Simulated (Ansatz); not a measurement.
**H₃S+ (triplet): correlated methods under varied settings at scale of all distances = 1.485**

Aim: run H₃S+ (triplet) at one geometry under a spread of methods and options, and see what each costs and gives.

Method: the settings change from run to run; program: Ansatz 0.2.0, Gaussian basis.

14 further runs of the same task are left out: 1 for a known fault of the program, 11 that didn't finish, 2 set aside as unsound or not needed.

## Step 1: The system

The geometry derives from a PBE0/def2-TZVP stationary point (not a proven minimum). All distances are scaled together.

4 atoms, charge 1, spin multiplicity 3.

Atoms are counted from 1 here; the program's logs count them from 0.

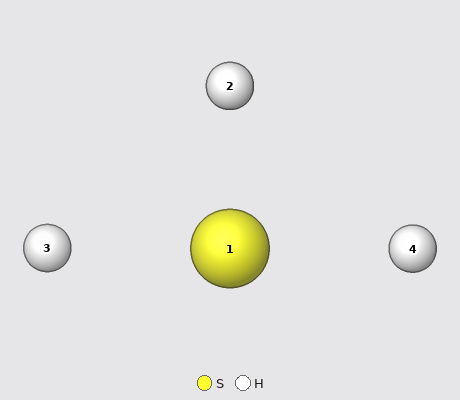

The structure; sulfur yellow, hydrogen white; atoms are numbered from 1 in the order of the file.

As a file:

```
atom   x (Å)    y (Å)    z (Å)
  S1  0.0000  -0.0581   0.0000
  H2  0.0000   1.9578   0.0000
  H3  0.0000  -0.0552   2.2574
  H4  0.0000  -0.0552  -2.2574
```

## Step 2: HF/6-31G

The input, in.yaml:

```yaml
crystal:
  periodic: [false, false, false]
  atoms:
    - {symbol: S, position_ang: [0.000000, -0.058069, 0.000000]}
    - {symbol: H, position_ang: [0.000000, 1.957788, 0.000000]}
    - {symbol: H, position_ang: [0.000000, -0.055232, 2.257389]}
    - {symbol: H, position_ang: [0.000000, -0.055232, -2.257389]}
basis:
  gaussian: {orbitals: 6-31G}
total_charge: 1
magnetization: {spin_polarized: false, initial_magnetization: 2}
hamiltonian: {xc: hf}
output: {orbitals: {seedname: orbitals}}
```

Command:

```console
> ansatz run in.yaml --threads 1 --pin off --events-out ev --progress --plain --max-ram 2393MiB
```

The log of the run:

```text
Functional definition: HF
  name "HF"
  cite "Fock, Z. Phys. 61, 126 (1930) doi:10.1007/BF01340294"
  parent pbe
  exchange = exact_x
  correlation = 0
236 factors; integrals over basis functions are off by at most 2.4e-4 eV
mean field evaluation 1: about -10844.7175 eV, gradient 1.4e1 eV
mean field evaluation 2: about -10844.7195 eV, gradient 1.4e1 eV
mean field evaluation 4: about -10845.8408 eV, gradient 6.8e-1 eV
mean field evaluation 8: about -10845.8450 eV, gradient 2.1e-4 eV
mean field evaluation 16: about -10846.2278 eV, gradient 1.1e-2 eV
mean field evaluation 32: about -10844.8178 eV, gradient 1.1e1 eV
mean field -10846.22775911 eV, -398.5915183100 hartree, gradient 4.7e-5 eV, S^2 2.000000; 3 other end points of the search recorded, 0 dependent functions left out
reference -10846.22775911 eV, -398.5915183100 hartree; 10, 8 occupied and 9, 11 virtual orbitals, 236 factors
Total energy: -10846.22775911 eV, -398.5915183100 hartree
```

Wall time 0.24 s (1 thread of Arm Neoverse N1, shared host).

## Step 3: MP2 on UHF/def2-mTZVP

Edit in.yaml of step 2 so:

```diff
@@ -8,6 +8,5 @@
 basis:
-  gaussian: {orbitals: 6-31G}
+  gaussian: {orbitals: def2-mTZVP}
 total_charge: 1
-magnetization: {spin_polarized: false, initial_magnetization: 2}
-hamiltonian: {xc: hf}
-output: {orbitals: {seedname: orbitals}}
+magnetization: {spin_polarized: true, initial_magnetization: 2}
+correlation: {method: mp2, electrons: outside_noble_gas}
```

Same command.

The log of the run, shortened:

```text
Functional definition: HF
  name "HF"
  cite "Fock, Z. Phys. 61, 126 (1930) doi:10.1007/BF01340294"
  parent pbe
[...]
303 factors; integrals over basis functions are off by at most 5.2e-4 eV
[...]
mean field -10848.71579947 eV, -398.6829521070 hartree, gradient 1.5e-6 eV, S^2 2.968474; 9 other end points of the search recorded, 0 dependent functions left out
5 core orbitals not correlated: weight in the atoms' cores, before any rotation towards them, 1.000 or more for the frozen orbitals, at most 0.000 for the correlated occupied ones
reference -10848.71579947 eV, -398.6829521070 hartree; 5, 3 occupied and 21, 23 virtual orbitals, 303 factors
second order -2.36056942 eV of doubles, -0.00000000 eV of singles
Total energy: -10851.07636889 eV, -398.7697014331 hartree
```

Wall time 0.69 s (1 thread of Arm Neoverse N1, shared host).

From the report: ⟨S²⟩ of the determinant 2.968 (pure triplet: 2.00). The determinant is far from a pure spin state, so its energy mixes those of several spin states (harmless only where they are near-degenerate, as at dissociation).

## Step 4: CISD/6-31G

Edit in.yaml of step 3 so:

```diff
@@ -8,5 +8,6 @@
 basis:
-  gaussian: {orbitals: def2-mTZVP}
+  gaussian: {orbitals: 6-31G}
 total_charge: 1
-magnetization: {spin_polarized: true, initial_magnetization: 2}
-correlation: {method: mp2, electrons: outside_noble_gas}
+magnetization: {spin_polarized: false, initial_magnetization: 2}
+correlation: {active_space: {ras: {orbitals: [3, 2, 9], electrons: 8, max_holes: 2, max_particles: 2}, fixed_orbitals: true}}
+scf: {lower_state_search: light}
```

Launched as before.

The log of the run:

```text
Functional definition: HF
  name "HF"
  cite "Fock, Z. Phys. 61, 126 (1930) doi:10.1007/BF01340294"
  parent pbe
  exchange = exact_x
  correlation = 0
236 factors; integrals over basis functions are off by at most 2.4e-4 eV
mean field evaluation 1: about -10844.7175 eV, gradient 1.4e1 eV
mean field evaluation 2: about -10844.7195 eV, gradient 1.4e1 eV
mean field evaluation 4: about -10845.8408 eV, gradient 6.8e-1 eV
mean field evaluation 8: about -10845.8450 eV, gradient 2.1e-4 eV
mean field evaluation 16: about -10845.8450 eV, gradient 8.6e-6 eV
mean field evaluation 32: about -10845.8450 eV, gradient 2.8e-5 eV
mean field -10846.22775911 eV, -398.5915183100 hartree, gradient 2.8e-6 eV, S^2 2.000000; 5 other end points of the search recorded, 0 dependent functions left out
reference -10846.22775911 eV, -398.5915183100 hartree; 10, 8 occupied and 9, 11 virtual orbitals, 236 factors
state -10849.36523095 eV, -398.7068182736 hartree
Total energy: -10849.36523095 eV, -398.7068182736 hartree
```

Wall time 0.73 s (1 thread of Arm Neoverse N1, shared host).

From the report: 3,900 determinants.

## Step 5: CASSCF(4,5)/6-31G*

The input, in.yaml:

```yaml
crystal:
  periodic: [false, false, false]
  atoms:
    - {symbol: S, position_ang: [0.000000, -0.058069, 0.000000]}
    - {symbol: H, position_ang: [0.000000, 1.957788, 0.000000]}
    - {symbol: H, position_ang: [0.000000, -0.055232, 2.257389]}
    - {symbol: H, position_ang: [0.000000, -0.055232, -2.257389]}
basis:
  gaussian: {orbitals: "6-31G*"}
total_charge: 1
magnetization: {spin_polarized: false, initial_magnetization: 2}
correlation: {active_space: {window: {electrons: 4, orbitals: 5}, states: [{multiplicity: 3, weights: [1, 0.5, 1, 1]}], root: 2}}
```

Same command.

The log of the run:

```text
Functional definition: HF
  name "HF"
  cite "Fock, Z. Phys. 61, 126 (1930) doi:10.1007/BF01340294"
  parent pbe
  exchange = exact_x
  correlation = 0
436 factors; integrals over basis functions are off by at most 5.9e-8 eV
mean field evaluation 1: about -10844.9730 eV, gradient 1.5e1 eV
mean field evaluation 2: about -10844.9750 eV, gradient 1.5e1 eV
mean field evaluation 4: about -10846.1254 eV, gradient 8.2e-1 eV
mean field evaluation 8: about -10846.1311 eV, gradient 2.4e-4 eV
mean field evaluation 16: about -10846.1311 eV, gradient 8.6e-6 eV
mean field evaluation 32: about -10846.1311 eV, gradient 1.0e-5 eV
mean field -10846.52443868 eV, -398.6024210833 hartree, gradient 1.9e-6 eV, S^2 2.000000; 5 other end points of the search recorded, 0 dependent functions left out
reference -10846.52443868 eV, -398.6024210833 hartree; 10, 8 occupied and 15, 17 virtual orbitals, 436 factors
state -10848.24172154 eV, -398.6655300641 hartree
state -10846.90606054 eV, -398.6164454277 hartree
state -10846.04033170 eV, -398.5846304800 hartree
state -10844.69950136 eV, -398.5353558737 hartree
Total energy: -10846.04033170 eV, -398.5846304800 hartree
```

Wall time 2.1 s (1 thread of Arm Neoverse N1, shared host).

From the report: 100 determinants; active occupations (of the averaged states) 1.26, 1.23, 0.99, 0.51, 0.00.

## Step 6: CCSD(T) on ROHF/6-31++G**

Edit in.yaml of step 5 so:

```diff
@@ -8,5 +8,6 @@
 basis:
-  gaussian: {orbitals: "6-31G*"}
+  gaussian: {orbitals: "6-31++G**", point_charges: [{charge: 1.00, position_ang: [3.696, 0.448, 0.041]}]}
 total_charge: 1
 magnetization: {spin_polarized: false, initial_magnetization: 2}
-correlation: {active_space: {window: {electrons: 4, orbitals: 5}, states: [{multiplicity: 3, weights: [1, 0.5, 1, 1]}], root: 2}}
+hamiltonian: {pseudopotentials: {relativity: none}}
+correlation: {method: ccsd_t, electrons: outside_noble_gas}
```

Same command.

The log of the run, shortened:

```text
Functional definition: HF
  name "HF"
  cite "Fock, Z. Phys. 61, 126 (1930) doi:10.1007/BF01340294"
  parent pbe
[...]
357 factors; integrals over basis functions are off by at most 1.1e-3 eV
[...]
mean field -10843.14577204 eV, -398.4782573741 hartree, gradient 2.9e-6 eV, S^2 2.000000; 10 other end points of the search recorded, 0 dependent functions left out
[...]
determinant -10843.14577204 eV, -398.4782573741 hartree, with singles and doubles -10848.30980145 eV, -398.6680319547 hartree
determinant -10843.13824330 eV, -398.4779806981 hartree, with singles and doubles -10848.30993515 eV, -398.6680368680 hartree
determinant -10842.78048946 eV, -398.4648334869 hartree, with singles and doubles -10848.40953533 eV, -398.6716971072 hartree
determinant -10842.54204558 eV, -398.4560708359 hartree, with singles and doubles -10846.55288639 eV, -398.6034665173 hartree
[...]
determinant -10842.78048946 eV, -398.4648334869 hartree, with singles and doubles -10848.34484870 eV, -398.6693199176 hartree
determinant -10842.40152071 eV, -398.4509066425 hartree, with singles and doubles -10848.36430539 eV, -398.6700349375 hartree
unrestricted determinant -10844.43244255 eV, -398.5255416435 hartree, S^2 2.8913
5 core orbitals not correlated: weight in the atoms' cores, before any rotation towards them, 1.000 or more for the frozen orbitals, at most 0.000 for the correlated occupied ones
reference -10842.78048946 eV, -398.4648334869 hartree; 5, 3 occupied and 31, 33 virtual orbitals, 357 factors
second order -3.96827416 eV of doubles, -0.35532489 eV of singles
cycle   1  -4.37084712 eV  change    -1.0e0 eV  update   1.1e-1
[...]
cycle  19  -5.56435667 eV  change    2.9e-6 eV  update   3.5e-6
perturbative correction -0.26024992 eV, -0.0095640080 hartree
WARN: these amplitudes may be one of several solutions (largest doubles amplitude 0.24, level shift 6.66 eV)
Total energy: -10848.60509604 eV, -398.6788838307 hartree
```

It took 11 s on 1 thread of Arm Neoverse N1, shared host.

From the report: correlation -5.8246 eV; T1 0.057; largest double amplitude 0.24. The report flags that the cluster equations may have other roots.

## Step 7: CCSDT(Q)/B on UHF/6-31G

The input, in.yaml:

```yaml
crystal:
  periodic: [false, false, false]
  atoms:
    - {symbol: S, position_ang: [0.000000, -0.058069, 0.000000]}
    - {symbol: H, position_ang: [0.000000, 1.957788, 0.000000]}
    - {symbol: H, position_ang: [0.000000, -0.055232, 2.257389]}
    - {symbol: H, position_ang: [0.000000, -0.055232, -2.257389]}
basis:
  gaussian: {orbitals: 6-31G}
total_charge: 1
magnetization: {spin_polarized: true, initial_magnetization: 2}
hamiltonian: {pseudopotentials: {relativity: none}}
correlation: {method: ccsdt_q_b, electrons: outside_noble_gas}
scf: {lower_state_search: light}
```

Launched as before.

The log of the run, shortened:

```text
Functional definition: HF
  name "HF"
  cite "Fock, Z. Phys. 61, 126 (1930) doi:10.1007/BF01340294"
  parent pbe
[...]
389 factors; integrals over basis functions are off by at most 1.1e-7 eV
[...]
mean field -10847.54023053 eV, -398.6397507450 hartree, gradient 3.1e-6 eV, S^2 3.251170; 21 other end points of the search recorded, 0 dependent functions left out
determinant -10847.54023053 eV, -398.6397507450 hartree, with singles and doubles -10849.18369033 eV, -398.7001467788 hartree
determinant -10847.45093086 eV, -398.6364690428 hartree, with singles and doubles -10849.79060310 eV, -398.7224504119 hartree
determinant -10847.27513772 eV, -398.6300087640 hartree, with singles and doubles -10849.70916175 eV, -398.7194574972 hartree
determinant -10847.13875192 eV, -398.6249966783 hartree, with singles and doubles -10849.75315242 eV, -398.7210741248 hartree
[...]
determinant -10844.86621046 eV, -398.5414823199 hartree, with singles and doubles -10847.08938423 eV, -398.6231824491 hartree
determinant -10844.44247467 eV, -398.5259103171 hartree, with no singles and doubles
determinant -10844.22908604 eV, -398.5180684296 hartree, with singles and doubles -10847.10109765 eV, -398.6236129094 hartree
determinant -10844.06918769 eV, -398.5121922734 hartree, with singles and doubles -10845.06392800 eV, -398.5487483057 hartree
5 core orbitals not correlated: weight in the atoms' cores, before any rotation towards them, 1.000 or more for the frozen orbitals, at most 0.000 for the correlated occupied ones
reference -10847.45093086 eV, -398.6364690428 hartree; 5, 3 occupied and 9, 11 virtual orbitals, 389 factors
second order -0.85248235 eV of doubles, -0.00000000 eV of singles
cycle   1  -1.10694718 eV  change   -2.5e-1 eV  update   8.2e-2
[...]
cycle  25  -2.45244000 eV  change   -6.4e-7 eV  update   6.0e-7
perturbative correction 0.00667217 eV, 0.0002451977 hartree
Total energy: -10849.89669869 eV, -398.7263493528 hartree
```

Run time: 10 s. Hardware: 1 thread of Arm Neoverse N1, shared host.

From the report: ⟨S²⟩ of the determinant 2.906 (pure triplet: 2.00); correlation -2.4458 eV; T1 0.114; largest double amplitude 0.38. The determinant is far from a pure spin state, so its energy mixes those of several spin states (harmless only where they are near-degenerate, as at dissociation).

## Step 8: HF/cc-pVDZ

The input, in.yaml:

```yaml
crystal:
  periodic: [false, false, false]
  atoms:
    - {symbol: S, position_ang: [0.000000, -0.058069, 0.000000]}
    - {symbol: H, position_ang: [0.000000, 1.957788, 0.000000]}
    - {symbol: H, position_ang: [0.000000, -0.055232, 2.257389]}
    - {symbol: H, position_ang: [0.000000, -0.055232, -2.257389]}
basis:
  gaussian: {orbitals: cc-pVDZ, point_charges: [{charge: -1.00, position_ang: [3.336, -0.454, -0.871]}]}
total_charge: 1
magnetization: {spin_polarized: false, initial_magnetization: 2}
hamiltonian: {xc: hf}
scf: {lower_state_search: off}
output: {forces: true, orbitals: {seedname: orbitals}}
```

The command is unchanged.

The log of the run, shortened:

```text
Functional definition: HF
  name "HF"
  cite "Fock, Z. Phys. 61, 126 (1930) doi:10.1007/BF01340294"
  parent pbe
[...]
326 factors; integrals over basis functions are off by at most 1.8e-3 eV
[...]
mean field -10851.29367015 eV, -398.7776871069 hartree, gradient 8.9e-6 eV, S^2 2.000000; 0 other end points of the search recorded, 0 dependent functions left out
[...]
reference -10851.29367015 eV, -398.7776871069 hartree; 10, 8 occupied and 23, 25 virtual orbitals, 326 factors
Total energy: -10851.29367015 eV, -398.7776871069 hartree
Atom 0 at     0.000000    -0.058069     0.000000 Å, force     0.594016     4.484192    -4.336007 eV/Å
Atom 1 at     0.000000     1.957788     0.000000 Å, force     0.130114    -4.569022     0.046251 eV/Å
Atom 2 at     0.000000    -0.055232     2.257389 Å, force     0.025638    -0.004537     0.420586 eV/Å
Atom 3 at     0.000000    -0.055232    -2.257389 Å, force     0.262084    -0.109593     3.764982 eV/Å
Dipole moment:     0.101234     0.393778    -0.662151 e Å
Checks for a lower state left out: stability, starts, cluster_reference, orbital_swaps, neighbouring_geometries, increment
```

Run time: 0.36 s. Hardware: 1 thread of Arm Neoverse N1, shared host.

## Step 9: CCSD on ROHF/aug-cc-pVDZ

The input, in.yaml:

```yaml
crystal:
  periodic: [false, false, false]
  atoms:
    - {symbol: S, position_ang: [0.000000, -0.058069, 0.000000]}
    - {symbol: H, position_ang: [0.000000, 1.957788, 0.000000]}
    - {symbol: H, position_ang: [0.000000, -0.055232, 2.257389]}
    - {symbol: H, position_ang: [0.000000, -0.055232, -2.257389]}
basis:
  gaussian: {orbitals: aug-cc-pVDZ}
total_charge: 1
magnetization: {spin_polarized: false, initial_magnetization: 2}
correlation: {method: ccsd, electrons: valence, diis_vectors: 1}
output: {forces: true}
```

Launched as before.

The log of the run, shortened:

```text
Functional definition: HF
  name "HF"
  cite "Fock, Z. Phys. 61, 126 (1930) doi:10.1007/BF01340294"
  parent pbe
[...]
529 factors; integrals over basis functions are off by at most 1.3e-3 eV
[...]
mean field -10847.55816212 eV, -398.6404097191 hartree, gradient 4.8e-6 eV, S^2 2.000000; 12 other end points of the search recorded, 0 dependent functions left out
[...]
determinant -10847.55816212 eV, -398.6404097191 hartree, with singles and doubles -10853.12337066 eV, -398.8449273606 hartree
determinant -10847.13837624 eV, -398.6249828723 hartree, with singles and doubles -10853.23286334 eV, -398.8489511424 hartree
determinant -10846.80610464 eV, -398.6127721162 hartree, with singles and doubles -10851.22628911 eV, -398.7752108993 hartree
determinant -10845.63571452 eV, -398.5697610728 hartree, with singles and doubles -10850.63270471 eV, -398.7533970751 hartree
[...]
reference -10847.13837624 eV, -398.6249828723 hartree; 5, 3 occupied and 44, 46 virtual orbitals, 529 factors
second order -4.53526706 eV of doubles, -0.37955430 eV of singles
cycle   1  -5.05010873 eV  change    -1.1e0 eV  update   1.1e-1
[...]
cycle  38  -6.04212054 eV  change    6.9e-7 eV  update   4.3e-7
WARN: the results are in doubt because among natural orbitals full CI differs from the method by -0.117 eV
[...]
Total energy: -10853.18049678 eV, -398.8470267065 hartree
Atom 0 at     0.000000    -0.058069     0.000000 Å, force     0.000000     3.286837    -0.000000 eV/Å
Atom 1 at     0.000000     1.957788     0.000000 Å, force    -0.000000    -3.301227     0.000000 eV/Å
Atom 2 at     0.000000    -0.055232     2.257389 Å, force    -0.000000     0.007195    -1.401117 eV/Å
Atom 3 at     0.000000    -0.055232    -2.257389 Å, force     0.000000     0.007195     1.401117 eV/Å
Dipole moment:     0.000000     0.329418    -0.000000 e Å
In doubt: among natural orbitals full CI differs from the method by -0.117 eV
```

Wall time 26 s (1 thread of Arm Neoverse N1, shared host).

From the report: correlation -6.0421 eV; T1 0.053; largest double amplitude 0.26. Mind the lines of doubt at the end of the log.

## Step 10: CCSDT(Q)/B/6-31G

The input, in.yaml:

```yaml
crystal:
  periodic: [false, false, false]
  atoms:
    - {symbol: S, position_ang: [0.000000, -0.058069, 0.000000]}
    - {symbol: H, position_ang: [0.000000, 1.957788, 0.000000]}
    - {symbol: H, position_ang: [0.000000, -0.055232, 2.257389]}
    - {symbol: H, position_ang: [0.000000, -0.055232, -2.257389]}
basis:
  gaussian: {orbitals: 6-31G}
total_charge: 1
magnetization: {spin_polarized: true, initial_magnetization: 2}
hamiltonian: {xc: {name: PBE0}}
correlation: {method: ccsdt_q_b, electrons: all}
```

Same command.

The log of the run, shortened:

```text
Functional definition: PBE0
  name "PBE0"
  cite "Adamo & Barone, J. Chem. Phys. 110, 6158 (1999) doi:10.1063/1.478522"
  cite "Perdew, Burke & Ernzerhof, Phys. Rev. Lett. 77, 3865 (1996) doi:10.1103/PhysRevLett.77.3865"
  parent pbe
[...]
389 factors; integrals over basis functions are off by at most 1.1e-7 eV
[...]
mean field -10862.23911340 eV, -399.1799247272 hartree, gradient 8.7e-7 eV, S^2 2.178095; 4 other end points of the search recorded, 0 dependent functions left out
reference -10846.67523473 eV, -398.6079627360 hartree; 10, 8 occupied and 9, 11 virtual orbitals, 389 factors
second order -1.86849945 eV of doubles, -0.26749687 eV of singles
cycle   1  -2.33214191 eV  change   -4.3e-1 eV  update   9.1e-2
[...]
cycle  27  -3.29441964 eV  change    2.2e-7 eV  update   2.4e-7
perturbative correction 0.00840997 eV, 0.0003090608 hartree
WARN: these amplitudes may be one of several solutions (largest doubles amplitude 0.36, level shift 2.33 eV)
Total energy: -10849.96124440 eV, -398.7287213639 hartree
```

It took 34 s on 1 thread of Arm Neoverse N1, shared host; peak memory 0.35 GiB.

From the report: ⟨S²⟩ of the determinant 2.178 (pure triplet: 2.00); correlation -3.2860 eV; T1 0.030; largest double amplitude 0.36. The orbitals are Kohn-Sham ones, so correlation energy and T1 don't compare with those on Hartree-Fock orbitals. The report flags that the cluster equations may have other roots.

## Step 11: All runs side by side

Where basis and cores are those of an earlier FCI/6-31G run (-10849.8726 eV), and the state is the same kind, the miss against it is given. † marks a result that the program doubts.

```
                                              level         correlated  functions  energy (eV)  from FCI (meV)    time
                                           HF/6-31G                            19  -10846.2278          3644.8  0.24 s
                              MP2 on UHF/def2-mTZVP  outside noble gas         31  -10851.0764                  0.69 s
                                         CISD/6-31G  outside noble gas         19  -10849.3652           507.3  0.73 s
  CASSCF(4,5)/6-31G* (excited root 2 of an average)                            25  -10846.0403                   2.1 s
CCSD(T) on ROHF/6-31++G** (beside a point charge) †  outside noble gas         41  -10848.6051                    11 s
                            CCSDT(Q)/B on UHF/6-31G  outside noble gas         19  -10849.8967                    10 s
                 HF/cc-pVDZ (beside a point charge)                            33  -10851.2937                  0.36 s
                         CCSD on ROHF/aug-cc-pVDZ †            valence         54  -10853.1805                    26 s
              CCSDT(Q)/B/6-31G (on PBE0 orbitals) †                all         19  -10849.9612                    34 s
```

## Step 12: Results

| quantity | value |
| --- | --- |
| runs | 9 |
| quickest | HF/6-31G, 0.24 s |
| slowest | CCSDT(Q)/B/6-31G (on PBE0 orbitals) †, 34 s |

Total energies in different bases, with other cores or another treatment of relativity can't be set against each other. CCSDT(Q)/B/6-31G (on PBE0 orbitals) † took 140 times as long as HF/6-31G; the jobs differ in more than the method. Hartree-Fock, CASSCF and CASCI lack dynamic correlation by design.
